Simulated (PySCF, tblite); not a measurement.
# C₄H₇BOSi₂: geometry, infrared bands and NMR shifts

Aim: predict the infrared bands and NMR shifts of C₄H₇BOSi₂ (`BC1=C[Si@@H](C#C)O[SiH2]1`).

Computed with tblite 0.8.0 and PySCF 2.14.0, with density-fitted response routines of our own, on a single molecule in the gas phase. Atoms are numbered from 0 throughout.

### Step 1. The molecule as given

15 atoms, charge 0, multiplicity 1; geometry from: force field or distance geometry start.

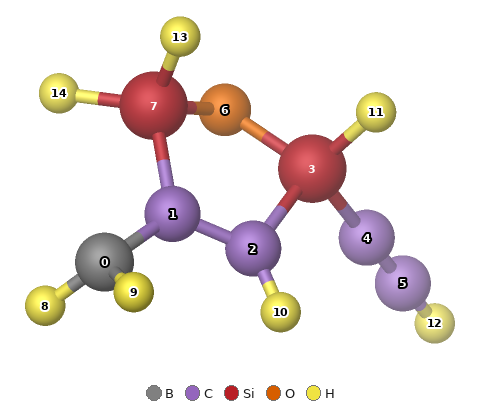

As it starts; boron grey, carbon purple, silicon red, oxygen orange, hydrogen yellow, atoms numbered; sticks join atoms by distance.

### Step 2. Relaxing the molecule with GFN2-xTB

The job: settings as JSON, then the geometry in Å.

```
{"job": {"kind": "relax", "xc": "GFN2-xTB", "basis": "xTB"}, "charge": 0, "multiplicity": 1}
B     -2.693500    -0.015200     0.682100
C     -1.264300     0.214900     0.139000
C     -0.161900     0.074000     0.893800
Si     1.328300     0.444100    -0.160400
C      2.586800    -0.811500     0.282300
C      3.419000    -1.640400     0.577500
O      0.743000     0.141900    -1.746000
Si    -0.865900     0.694400    -1.572200
H     -3.231000    -1.069500     0.503700
H     -2.957500     0.498600     1.738700
H     -0.131600    -0.200000     1.948700
H      1.813400     1.800300     0.032300
H      4.151300    -2.363900     0.838900
H     -0.957400     2.160300    -1.631300
H     -1.783100     0.079900    -2.548900
```

Run with:

```bash
> OMP_NUM_THREADS=1 python probes_run.py task.json out
```

The driver reads the jobs from task.json and runs them one after another.

The program printed:

```text
step      E/eV     max force
  0    -566.71068    2.629
  1    -566.94737    2.794
  2    -566.94023    5.323
  3    -567.14687    1.039
  4    -567.20727    1.074
  5    -567.30092    1.470
  6    -567.32740    0.644
  7    -567.34437    0.424
  8    -567.36143    0.743
  9    -567.38101    0.905
 10    -567.39625    0.540
 11    -567.40774    0.278
 12    -567.41809    0.574
 13    -567.43082    0.684
 14    -567.44407    0.445
 15    -567.45482    0.229
 16    -567.46250    0.267
 17    -567.46899    0.351
 18    -567.47559    0.269
 19    -567.48333    0.209
 20    -567.49265    0.297
 21    -567.50261    0.395
 22    -567.51195    0.329
 23    -567.52011    0.263
 24    -567.52735    0.270
 25    -567.53403    0.235
 26    -567.53943    0.202
 27    -567.54353    0.191
 28    -567.54757    0.164
 29    -567.55233    0.233
 30    -567.55747    0.262
 31    -567.56200    0.190
 32    -567.56553    0.146
 33    -567.56877    0.183
 34    -567.57238    0.239
 35    -567.57639    0.228
 36    -567.58079    0.207
 37    -567.58571    0.196
 38    -567.59350    0.239
 39    -567.59896    0.247
 40    -567.60572    0.179
 41    -567.60949    0.174
 42    -567.61326    0.179
 43    -567.61778    0.233
 44    -567.62243    0.340
 45    -567.62706    0.152
 46    -567.62957    0.131
 47    -567.63068    0.103
 48    -567.63167    0.098
 49    -567.63288    0.094
 50    -567.63401    0.070
 51    -567.63508    0.099
 52    -567.63603    0.110
 53    -567.63704    0.108
 54    -567.63814    0.099
 55    -567.63939    0.093
 56    -567.64056    0.097
 57    -567.64149    0.081
 58    -567.64218    0.061
 59    -567.64280    0.069
 60    -567.64340    0.073
 61    -567.64406    0.072
 62    -567.64477    0.071
 63    -567.64559    0.099
 64    -567.64654    0.099
 65    -567.64756    0.102
 66    -567.64823    0.081
 67    -567.64859    0.024
 68    -567.64867    0.019
 69    -567.64872    0.017
 70    -567.64879    0.017
 71    -567.64887    0.022
 72    -567.64896    0.031
 73    -567.64904    0.036
 74    -567.64912    0.031
 75    -567.64921    0.026
 76    -567.64931    0.028
 77    -567.64939    0.025
 78    -567.64944    0.020
 79    -567.64950    0.018
 80    -567.64957    0.021
 81    -567.64964    0.017
 82    -567.64968    0.011
 83    -567.64970    0.011
 84    -567.64971    0.012
 85    -567.64974    0.015
 86    -567.64978    0.020
 87    -567.64983    0.021
 88    -567.64987    0.015
 89    -567.64989    0.014
 90    -567.64992    0.013
 91    -567.64995    0.016
 92    -567.65001    0.022
 93    -567.65007    0.022
 94    -567.65012    0.013
 95    -567.65014    0.012
 96    -567.65015    0.011
 97    -567.65018    0.015
 98    -567.65021    0.021
 99    -567.65027    0.019
100    -567.65032    0.013
101    -567.65034    0.012
102    -567.65035    0.011
103    -567.65036    0.009
```

It took 0.7 s on 1 thread of Arm Neoverse V2, shared host; peak memory 0.18 GiB.

Along the way: (not every step is listed) (the energy doesn't fall at every step)

```
step  energy from step 0 (eV)  largest force (eV/Å)
   0                   0.0000                2.6293
   1                  -0.2367                2.7937
   2                  -0.2296                5.3228
   3                  -0.4362                1.0394
   4                  -0.4966                1.0739
   5                  -0.5902                1.4700
   6                  -0.6167                0.6444
   7                  -0.6337                0.4236
   8                  -0.6508                0.7433
  17                  -0.7583                0.3512
  26                  -0.8288                0.2017
  35                  -0.8657                0.2276
  44                  -0.9117                0.3404
  53                  -0.9264                0.1079
  62                  -0.9341                0.0710
  71                  -0.9382                0.0222
  80                  -0.9389                0.0213
  89                  -0.9392                0.0144
  98                  -0.9395                0.0209
  99                  -0.9396                0.0193
 100                  -0.9396                0.0135
 101                  -0.9397                0.0115
 102                  -0.9397                0.0108
 103                  -0.9397                0.0093
```

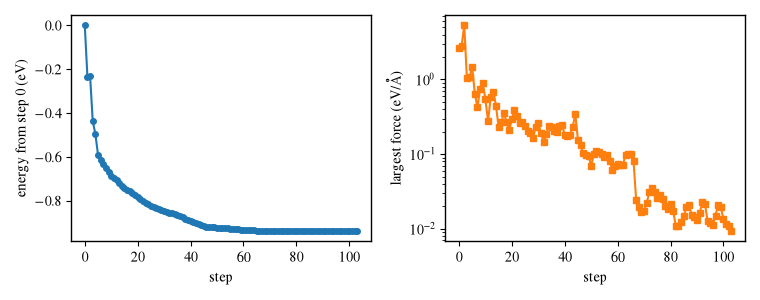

Energy and force, step by step.

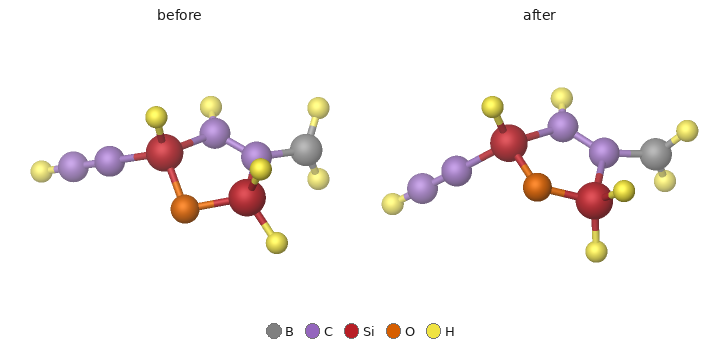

The geometry before (left) and after (right).

Distances of close pairs at the start and the end, largest changes first:

```
  bond  before (Å)  after (Å)  change (Å)
C1–Si7       1.821      1.925      +0.104
O6–Si7       1.710      1.626      -0.084
Si3–O6       1.717      1.660      -0.057
 B0–H9       1.204      1.172      -0.032
 B0–C1       1.546      1.514      -0.032
 B0–H8       1.197      1.171      -0.025
C2–Si3       1.863      1.883      +0.021
Si3–C4       1.832      1.851      +0.019
```

The end geometry stands in the next job.

### Step 3. Vibrational analysis with GFN2-xTB

The job: settings as JSON, then the geometry in Å.

```
{"job": {"kind": "ir", "xc": "GFN2-xTB", "basis": "xTB"}, "charge": 0, "multiplicity": 1}
B     -2.732136    -0.013658     0.687365
C     -1.258609     0.209286     0.418646
C     -0.135243     0.225965     1.147152
Si     1.448549     0.583757     0.193151
C      2.614973    -0.851601     0.129475
C      3.377611    -1.780464     0.107253
O      0.733351     0.749972    -1.295158
Si    -0.874530     0.556200    -1.435301
H     -3.194208    -1.085380     0.587636
H     -3.432244     0.899349     0.910034
H     -0.166298     0.044191     2.214114
H      2.141616     1.843230     0.447894
H      4.042832    -2.595751     0.080803
H     -1.437526     1.813533    -1.916284
H     -1.132553    -0.590638    -2.298693
```

The program printed:

```text
mode    cm-1     km/mol
  1      58.5      0.23
  2      75.8      0.79
  3     128.6      2.28
  4     156.2      1.89
  5     177.2      3.40
  6     221.9      0.63
  7     269.1      8.87
  8     285.2     14.42
  9     332.0      3.70
 10     368.1     18.23
 11     427.7     39.39
 12     495.1     27.17
 13     561.1     22.59
 14     570.1     64.00
 15     594.5     19.56
 16     614.8     47.40
 17     637.3     24.39
 18     676.7     11.67
 19     681.6     31.55
 20     704.8    307.27
 21     751.8    233.08
 22     777.5    120.16
 23     780.3    437.52
 24     797.6     61.06
 25     822.4     55.80
 26     846.2      1.15
 27     920.2    364.00
 28    1010.1     54.33
 29    1180.8    102.08
 30    1211.7      5.37
 31    1616.7      7.24
 32    2210.7     42.73
 33    2271.1    223.19
 34    2285.9    604.81
 35    2306.3    183.54
 36    2608.4    156.61
 37    2635.2    126.37
 38    3025.5     57.36
 39    3351.7      1.04
```

Wall time 0.52 s (1 thread of Arm Neoverse V2, shared host); peak memory 0.18 GiB.

The strongest bands and the atoms that carry them (share of the mass-weighted mode):

```
cm⁻¹  km/mol                         atoms
 705   307.3            H11 20 %, Si3 19 %
 752   233.1  H13 28 %, H14 25 %, Si3 14 %
 780   437.5             C2 22 %, Si3 22 %
 920   364.0             O6 67 %, Si7 18 %
2271   223.2                      H11 92 %
2286   604.8            H13 57 %, H14 34 %
2306   183.5            H14 61 %, H13 37 %
2608   156.6              H9 57 %, H8 39 %
```

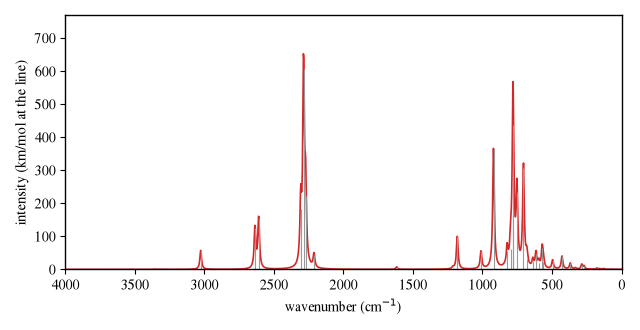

The infrared spectrum from these modes, unscaled. Lines are broadened to a width of 14 cm⁻¹ (Lorentzian).

### Step 4. Nuclear shieldings: PBE0/pcSseg-1

The job, as its differences from that of step 3:

```diff
@@ -1,2 +1,2 @@
-{"job": {"kind": "ir", "xc": "GFN2-xTB", "basis": "xTB"}, "charge": 0, "multiplicity": 1}
+{"job": {"kind": "nmr", "xc": "PBE0", "basis": "pcSseg-1"}, "charge": 0, "multiplicity": 1}
 B     -2.732136    -0.013658     0.687365
```

Method: GIAO PBE0/pcSseg-1 NMR shielding, non-relativistic, gas phase.

The program printed:

```text
coarse grid: 14104 points
cycle   1  E = -834.8685342299  dE =  1.045e+00  |g| = 8.429e-01  |ddm| = 3.777e+00
cycle   2  E = -834.6619637016  dE =  2.066e-01  |g| = 1.332e+00  |ddm| = 1.827e+00
cycle   3  E = -835.0023855303  dE = -3.404e-01  |g| = 1.730e-01  |ddm| = 1.268e+00
cycle   4  E = -835.0086247250  dE = -6.239e-03  |g| = 5.868e-02  |ddm| = 2.021e-01
cycle   5  E = -835.0090985754  dE = -4.739e-04  |g| = 4.215e-02  |ddm| = 6.696e-02
cycle   6  E = -835.0095369796  dE = -4.384e-04  |g| = 5.667e-03  |ddm| = 2.984e-02
cycle   7  E = -835.0095448497  dE = -7.870e-06  |g| = 1.983e-03  |ddm| = 7.555e-03
final grid: 128704 points
cycle   8  E = -835.0673155332  dE = -1.896e-05  |g| = 1.005e-02  |ddm| = 2.845e-02
cycle   9  E = -835.0672859545  dE =  2.958e-05  |g| = 1.563e-02  |ddm| = 2.161e-02
cycle  10  E = -835.0673378650  dE = -5.191e-05  |g| = 1.446e-03  |ddm| = 1.285e-02
cycle  11  E = -835.0673382834  dE = -4.184e-07  |g| = 4.789e-04  |ddm| = 1.410e-03
cycle  12  E = -835.0673383326  dE = -4.928e-08  |g| = 2.101e-04  |ddm| = 4.556e-04
cycle  13  E = -835.0673383431  dE = -1.049e-08  |g| = 4.686e-05  |ddm| = 1.816e-04
cycle  14  E = -835.0673383436  dE = -5.123e-10  |g| = 1.089e-05  |ddm| = 5.225e-05
converged SCF energy = -835.0673383436

GIAO shielding tensors (ppm)
atom      isotropic    diamagn.    paramagn.     s11        s22        s33       span
  0 B       18.693     193.005    -174.313    -59.098    -15.348    130.524    189.623
  1 C      -13.789     266.177    -279.965   -102.157    -40.426    101.218    203.375
  2 C       49.197     258.009    -208.812    -39.294     21.745    165.140    204.434
  3 Si     370.543     880.071    -509.529    296.504    375.151    439.973    143.469
  4 C       98.062     259.090    -161.029      0.103      4.115    289.966    289.862
  5 C       84.012     261.079    -177.067      2.055      4.900    245.082    243.026
  6 O      304.607     399.420     -94.813    243.838    325.593    344.390    100.553
  7 Si     360.563     881.471    -520.908    290.845    348.126    442.719    151.874
  8 H       23.535      29.563      -6.029     16.028     26.535     28.041     12.013
  9 H       23.543      29.091      -5.548     16.147     26.395     28.086     11.940
 10 H       25.118      31.873      -6.755     23.648     24.693     27.013      3.365
 11 H       26.320      27.315      -0.996     22.652     24.350     31.956      9.304
 12 H       29.683      33.107      -3.424     24.783     24.822     39.443     14.660
 13 H       26.279      28.943      -2.664     22.747     24.167     31.923      9.176
 14 H       26.218      29.764      -3.546     22.789     24.222     31.643      8.854
```

Wall time 28 s (1 thread of Arm Neoverse V2, shared host); peak memory 0.77 GiB.

The references, computed at this level on geometries of the same kind, shield at (ppm): 1H TMS 31.72, 13C TMS 186.9, 29Si TMS 349.2, 17O H2O 336.1, 11B BF3·OEt2 100.1. Their shielding less the atom's gives the shift. The references are single molecules in the gas phase, so shifts against H2O, NH3, PH3, H3PO4 or CFCl3 are not on the usual liquid scales and can be off by tens of ppm. Atoms listed in one row are averaged.

```
 atoms                                                   environment  σ (ppm)  δ (ppm)  δ scaled to CDCl3
    C1                               fully substituted alkene carbon    -13.8    200.7              194.0
    C2                                                     alkene CH     49.2    137.7              132.5
    C5                                        terminal alkyne carbon     84.0    102.9               98.5
    C4                                                 alkyne carbon     98.1     88.9               84.8
H8, H9                               hydrogen on a boron bonded to C    23.54     8.18                  –
   H10                                      hydrogen on an alkene CH    25.12     6.60               6.33
   H14    hydrogen on a silicon bonded to C, O, in a 5-membered ring    26.22     5.50                  –
   H13    hydrogen on a silicon bonded to C, O, in a 5-membered ring    26.28     5.44                  –
   H11  hydrogen on a silicon bonded to 2 C, O, in a 5-membered ring    26.32     5.40                  –
   H12                          hydrogen on a terminal alkyne carbon    29.68     2.03               2.02
    B0                                        boron bonded to C, 2 H     18.7     81.4                  –
   Si7             silicon bonded to C, O, 2 H, in a 5-membered ring    360.6    -11.4                  –
   Si3             silicon bonded to 2 C, O, H, in a 5-membered ring    370.5    -21.4                  –
    O6                   oxygen bonded to 2 Si, in a 5-membered ring    304.6     31.5                  –
```

The scaled column applies a straight-line fit of computed shieldings to shifts measured in CDCl3 (root-mean-square error 0.16 ppm for H, 1.9 ppm for C).

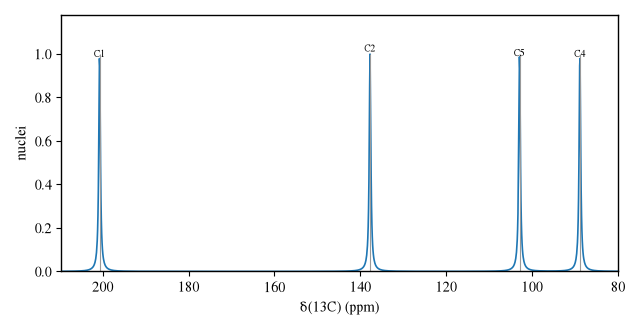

13C lines at the computed shifts, without couplings. Lines are broadened to a width of 0.45 ppm (Lorentzian).

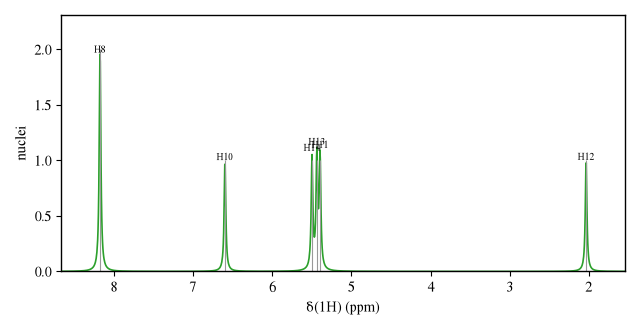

1H lines at the computed shifts, without couplings. Lines are broadened to a width of 0.02 ppm (Lorentzian).

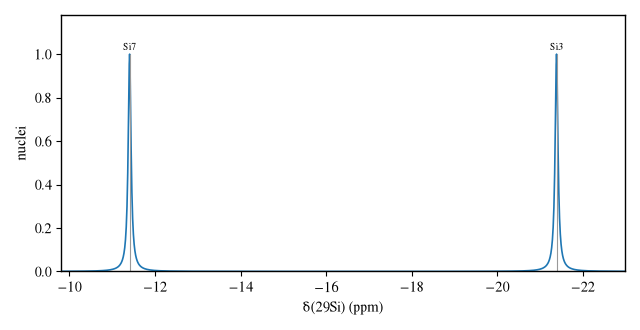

29Si lines at the computed shifts, without couplings. Lines are broadened to a width of 0.08 ppm (Lorentzian).

The run also stored atomic charges by several schemes (e):

```
atoms  Mulliken    IAO  Hirshfeld  ESP fit
   B0      0.24   0.03       0.14     0.40
   C1     -0.59  -0.34      -0.14    -0.20
   C2     -0.38  -0.43      -0.14    -0.43
  Si3      1.05   1.13       0.43     0.67
   C4     -0.18  -0.34      -0.16    -0.18
   C5     -0.18  -0.17      -0.08    -0.31
   O6     -0.73  -0.88      -0.31    -0.47
  Si7      0.87   1.01       0.41     0.58
```

Mulliken charges:

B0 0.24; C1 -0.59; C2 -0.38; Si3 1.05; C4 -0.18; C5 -0.18; O6 -0.73; Si7 0.87; H8 0.01; H9 0.00; H10 0.11; H11 -0.09; H12 0.07; H13 -0.10; H14 -0.09

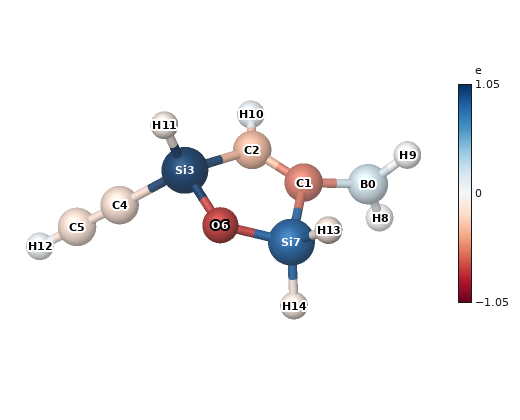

Mulliken charges, as colours on the atoms.

Mayer bond orders: B0–C1 1.04, C1–C2 1.89, C2–Si3 0.88, Si3–C4 0.89, C4–C5 2.54, Si3–O6 0.91, O6–Si7 0.97, Si7–C1 0.79.

Ring of atoms C1, C2, Si3, O6, Si7: NICS(0) -4.6, NICS(1) -3.3, NICS(1)zz -4.3 ppm (means of both faces).

### Step 5. Outcome

```
                                                              quantity                                   value
                             strongest single infrared mode (GFN2-xTB)                   2286 cm⁻¹, 605 km/mol
                                          zero-point energy (GFN2-xTB)                           56.4 kcal/mol
                                13C shifts against TMS (PBE0/pcSseg-1)           200.7, 137.7, 102.9, 88.9 ppm
1H shifts against TMS (PBE0/pcSseg-1, means over atoms taken as alike)  8.18, 6.60, 5.50, 5.44, 5.40, 2.03 ppm
                           11B shifts against BF3·OEt2 (PBE0/pcSseg-1)                                81.4 ppm
                               29Si shifts against TMS (PBE0/pcSseg-1)                        -11.4, -21.4 ppm
                                17O shifts against H2O (PBE0/pcSseg-1)                                31.5 ppm
```

In words: The optimisation took 103 steps and gained 0.940 eV; among the close pairs (by a distance rule), C1–Si7 changed most, from 1.821 to 1.925 Å. No mode is imaginary among the 39: a minimum at this level. The strongest single mode, at 2286 cm⁻¹, moves mainly H13 and H14. GFN2-xTB is a fitted tight-binding method: band positions and strengths are rough. Its intensities can rank the bands wrongly. At PBE0/pcSseg-1: The largest span, 290 ppm, is at C4, where the paramagnetic term is -161 ppm.
